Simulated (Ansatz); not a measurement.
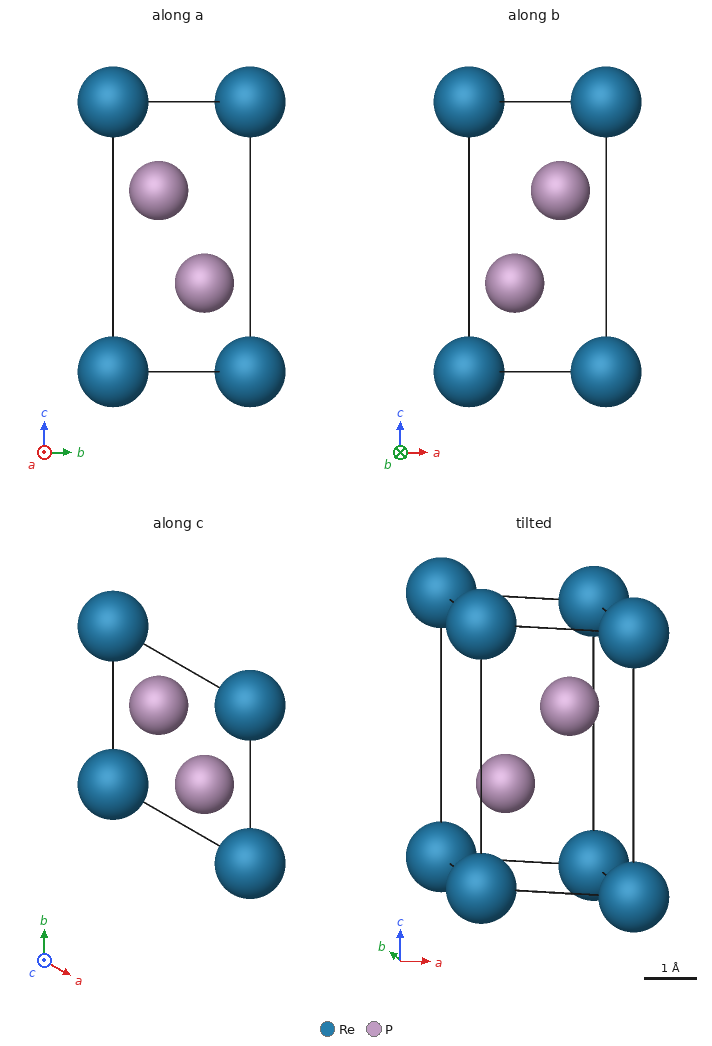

Spheres-only model, viewed along the a axis, along the b axis, along the c axis and slightly off an axis. One conventional unit cell is outlined, and atoms on its boundary appear in each equivalent place.

Lattice parameters: a = 3.048 Å, b = 3.048 Å, c = 5.199 Å, α = 90.00°, β = 90.00°, γ = 120.00°. Put a along x and b in the xy plane.

> Give the atomic positions as a POSCAR file, with free fractional coordinates to two decimals.

```
Re P
1.0
     3.048    0.000    0.000
    -1.524    2.640    0.000
     0.000    0.000    5.199
Re P
1 2
Direct
  0.00 0.00 0.00
  0.3333 0.6667 0.33
  0.6667 0.3333 0.67
```

The cell started as a structure type filled with these elements by a generator (whether the compound takes this form wasn't checked). The cell was then strained or its atoms displaced on purpose. Ansatz was used for an electronic-structure calculation on it.

At this level of theory the cell isn't at rest (stretched, at -5 GPa), so its distances can differ from those at equilibrium, the more so the softer the solid.
